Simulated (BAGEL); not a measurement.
# CH5FOSn (SMILES [CH3][SnH]([OH])[F]): a chain of runs

Wanted: the energy (HF/x2c-SVPall), then a single-point energy (NEVPT2(2,2)/x2c-SVPall) of CH5FOSn. 

The results are computed with BAGEL 1.2.2.

## Step 1: The molecule

The species is CH5FOSn (9 atoms), meant as a singlet with charge 0. SMILES: `[CH3][SnH]([OH])[F]`. One bond was lengthened or shortened from a relaxed shape.

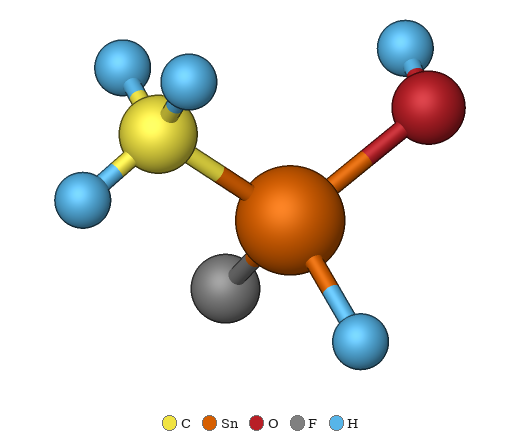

Viewed from a chosen angle; carbon yellow, tin orange, oxygen red, fluorine grey, hydrogen blue.

## Step 2: A single-point energy at HF/x2c-SVPall (DKH2, density fitting with AutoAux) (run 1)

Input file job.json:

```json
{ "bagel": [

{
  "title": "molecule",
  "basis": "x2c-svpall.json",
  "df_basis": "x2c-svpall-autoaux.json",
  "angstrom": true,
  "dkh": true,
  "geometry": [
    { "atom": "C", "xyz": [   -0.336479,    1.009137,   -0.111066 ] },
    { "atom": "Sn", "xyz": [   -0.271200,   -0.757400,    0.237600 ] },
    { "atom": "O", "xyz": [    1.527400,   -1.346400,    0.725000 ] },
    { "atom": "F", "xyz": [   -0.613200,   -1.596000,   -1.464600 ] },
    { "atom": "H", "xyz": [   -1.350179,    1.291637,   -0.394266 ] },
    { "atom": "H", "xyz": [   -0.032079,    1.573637,    0.770034 ] },
    { "atom": "H", "xyz": [    0.341321,    1.227337,   -0.936066 ] },
    { "atom": "H", "xyz": [   -1.308700,   -1.477000,    1.371800 ] },
    { "atom": "H", "xyz": [    2.177700,   -1.218400,    0.030600 ] }
  ]
},
{ "title": "hf" },
{ "title": "print", "file": "orbitals.molden", "orbitals": true }

]}
```

The basis set x2c-SVPall is read from a file made from the Basis Set Exchange's data (not shown).

Started as:

```bash
BAGEL_NUM_THREADS=1 BAGEL job.json > job.out
```

What it wrote:

```text
* using 1 threads per process

  ===============================================================
  ===============================================================

  *** Geometry ***

  { "atom" : "C", "xyz" : [     -0.635853,      1.906993,     -0.209884 ] },
  { "atom" : "Sn", "xyz" : [     -0.512494,     -1.431279,      0.448999 ] },
  { "atom" : "O", "xyz" : [      2.886368,     -2.544327,      1.370051 ] },
  { "atom" : "F", "xyz" : [     -1.158780,     -3.016003,     -2.767693 ] },
  { "atom" : "H", "xyz" : [     -2.551469,      2.440840,     -0.745055 ] },
  { "atom" : "H", "xyz" : [     -0.060621,      2.973743,      1.455153 ] },
  { "atom" : "H", "xyz" : [      0.645003,      2.319331,     -1.768908 ] },
  { "atom" : "H", "xyz" : [     -2.473085,     -2.791125,      2.592326 ] },
  { "atom" : "H", "xyz" : [      4.115257,     -2.302442,      0.057826 ] },

  Number of auxiliary basis functions:      803

  Since a DF basis is specified, we compute 2- and 3-index integrals:
    o Being stored without compression. Storage requirement is 0.068 GB

  Number of basis functions:      103
  Number of electrons      :       78

    * METHOD: MOLECULE                             0.77

  *** RHF ***

  === Nuclear Repulsion ===
   438.9846973432

      * DIIS with orbital gradients will be used.

  === RHF iteration (x2c-svpall.json) ===
      0      -6386.20810330          0.01922152           0.32
      1      -6386.40439749          0.01283599           0.30
      2      -6386.52857367          0.00129148           0.31
      3      -6386.53015873          0.00050823           0.32
      4      -6386.53038676          0.00007704           0.32
      5      -6386.53039600          0.00002877           0.32
      6      -6386.53039704          0.00001389           0.30
      7      -6386.53039735          0.00000244           0.33
      8      -6386.53039736          0.00000071           0.31
      9      -6386.53039736          0.00000020           0.30
     10      -6386.53039736          0.00000005           0.31
     11      -6386.53039736          0.00000002           0.31
     12      -6386.53039736          0.00000001           0.32
    * SCF iteration converged.

    * Permanent dipole moment:
           (    0.153568,    -1.433691,    -0.315923) a.u.

    * METHOD: HF                                   4.86

    * METHOD: PRINT                                0.03

  ===============================================================
```

It took 6 s on 1 thread of Arm Neoverse V1, shared host; peak memory 0.26 GiB.

## Step 3: The energy at NEVPT2(2,2)/x2c-SVPall (DKH2, density fitting with AutoAux) (run 2)

Input file calc.json:

```json
{ "bagel": [

{
  "title": "molecule",
  "basis": "x2c-svpall.json",
  "df_basis": "x2c-svpall-autoaux.json",
  "angstrom": "true",
  "dkh": "true",
  "geometry": [
    { "atom": "C", "xyz": [   -0.336479,    1.009137,   -0.111066 ] },
    { "atom": "Sn", "xyz": [   -0.271200,   -0.757400,    0.237600 ] },
    { "atom": "O", "xyz": [    1.527400,   -1.346400,    0.725000 ] },
    { "atom": "F", "xyz": [   -0.613200,   -1.596000,   -1.464600 ] },
    { "atom": "H", "xyz": [   -1.350179,    1.291637,   -0.394266 ] },
    { "atom": "H", "xyz": [   -0.032079,    1.573637,    0.770034 ] },
    { "atom": "H", "xyz": [    0.341321,    1.227337,   -0.936066 ] },
    { "atom": "H", "xyz": [   -1.308700,   -1.477000,    1.371800 ] },
    { "atom": "H", "xyz": [    2.177700,   -1.218400,    0.030600 ] }
  ]
},
{ "title": "hf" },
{ "title": "nevpt2", "nstate": 1, "nact": 2, "nclosed": 38, "active": [30, 42], "maxiter": 200, "natocc": "true", "ncore": 21 },
{ "title": "print", "file": "orbitals.molden", "orbitals": "true" }

]}
```

The basis set x2c-SVPall is read from a file made from the Basis Set Exchange's data (not shown).

Started as:

```bash
BAGEL_NUM_THREADS=1 BAGEL calc.json > calc.out
```

What it wrote:

```text
* using 1 threads per process

  ===============================================================
  ===============================================================

  *** Geometry ***

  { "atom" : "C", "xyz" : [     -0.635853,      1.906993,     -0.209884 ] },
  { "atom" : "Sn", "xyz" : [     -0.512494,     -1.431279,      0.448999 ] },
  { "atom" : "O", "xyz" : [      2.886368,     -2.544327,      1.370051 ] },
  { "atom" : "F", "xyz" : [     -1.158780,     -3.016003,     -2.767693 ] },
  { "atom" : "H", "xyz" : [     -2.551469,      2.440840,     -0.745055 ] },
  { "atom" : "H", "xyz" : [     -0.060621,      2.973743,      1.455153 ] },
  { "atom" : "H", "xyz" : [      0.645003,      2.319331,     -1.768908 ] },
  { "atom" : "H", "xyz" : [     -2.473085,     -2.791125,      2.592326 ] },
  { "atom" : "H", "xyz" : [      4.115257,     -2.302442,      0.057826 ] },

  Number of auxiliary basis functions:      803

  Since a DF basis is specified, we compute 2- and 3-index integrals:
    o Being stored without compression. Storage requirement is 0.068 GB

  Number of basis functions:      103
  Number of electrons      :       78

    * METHOD: MOLECULE                             0.74

  *** RHF ***

  === Nuclear Repulsion ===
   438.9846973432

      * DIIS with orbital gradients will be used.

  === RHF iteration (x2c-svpall.json) ===
      0      -6386.20810330          0.01922152           0.33
      1      -6386.40439749          0.01283599           0.31
      2      -6386.52857367          0.00129148           0.31
      3      -6386.53015873          0.00050823           0.31
      4      -6386.53038676          0.00007704           0.30
      5      -6386.53039600          0.00002877           0.30
      6      -6386.53039704          0.00001389           0.30
      7      -6386.53039735          0.00000244           0.29
      8      -6386.53039736          0.00000071           0.31
      9      -6386.53039736          0.00000020           0.30
     10      -6386.53039736          0.00000005           0.30
     11      -6386.53039736          0.00000002           0.30
     12      -6386.53039736          0.00000001           0.29
    * SCF iteration converged.

    * Permanent dipole moment:
           (    0.153568,    -1.433691,    -0.315923) a.u.

    * METHOD: HF                                   4.74

    * freezing 21 orbitals
  ---------------------------
      CASSCF calculation
  ---------------------------

    ==== Active orbitals : =====
         Orbital 30
         Orbital 42
    ============================

    * nstate   :      1
    * nclosed  :     38
    * nact     :      2
    * nvirt    :     63
  === CASSCF iteration (x2c-svpall.json) ===

    * Using the second-order algorithm

      0  0     -6386.53051653     1.94e-05      0.08

      1  0     -6386.53064506     2.62e-05      1.13

      2  0     -6386.53138767     9.87e-05      1.08

      3  0     -6386.53643960     5.02e-04      1.34

      4  0     -6386.54543181     1.26e-03      1.39

      5  0     -6386.54858411     2.33e-04      1.88

      6  0     -6386.54877365     1.39e-04      1.92

      7  0     -6386.54879046     8.02e-05      1.95

      8  0     -6386.54879319     4.06e-05      1.85

      9  0     -6386.54879376     1.96e-05      1.93

     10  0     -6386.54879388     9.29e-06      1.97

     11  0     -6386.54879391     4.38e-06      1.92

     12  0     -6386.54879392     2.06e-06      1.97

     13  0     -6386.54879392     9.67e-07      1.91

     14  0     -6386.54879392     4.54e-07      2.00

     15  0     -6386.54879392     2.13e-07      1.83

     16  0     -6386.54879392     1.00e-07      1.78

     17  0     -6386.54879392     4.70e-08      1.58

     18  0     -6386.54879392     2.21e-08      1.51

     19  0     -6386.54879392     1.04e-08      1.40

     20  0     -6386.54879392     4.86e-09      1.16

    * Second-order optimization converged. *

     guess   0:   closed 1.                   open ..

  === FCI iteration ===

      0  0     -6386.53004886     9.06e-02      0.00
      1  0     -6386.54875882     3.02e-03      0.00
      2  0 *   -6386.54879392     9.63e-16      0.00

     * ci vector, state   0, <S^2> = 0.0000
       2.     0.9946820441
       .2    -0.1029933549

  === DF-NEVPT2 calculation ===

    * 3-index integral transformation done
    * assembly done

      NEVPT2 correlation energy:   -0.6500500715      0.35

          (+0)     -0.5200400409
          (+0)'    -0.0741271967
          (+1)     -0.0113274459
          (+1)'    -0.0038952976
          (+2)     -0.0004299205
          (-1)     -0.0348387624
          (-1)'    -0.0007469916
          (-2)     -0.0046444160

      NEVPT2 total energy:       -6387.1988439886

    * METHOD: NEVPT2                              35.32

    * METHOD: PRINT                                0.03

  ===============================================================
```

Wall time 41 s (1 thread of Arm Neoverse V1, shared host); peak memory 0.28 GiB.

## Step 4: Results

```
                                   quantity           value
         run 1, HF/x2c-SVPall: total energy  -6386.53040 Eh
        run 1, HF/x2c-SVPall: dipole moment          3.75 D
          run 1, HF/x2c-SVPall: HOMO energy       -12.25 eV
          run 1, HF/x2c-SVPall: LUMO energy         3.57 eV
        run 1, HF/x2c-SVPall: HOMO–LUMO gap        15.81 eV
run 2, NEVPT2(2,2)/x2c-SVPall: total energy  -6387.19884 Eh
```
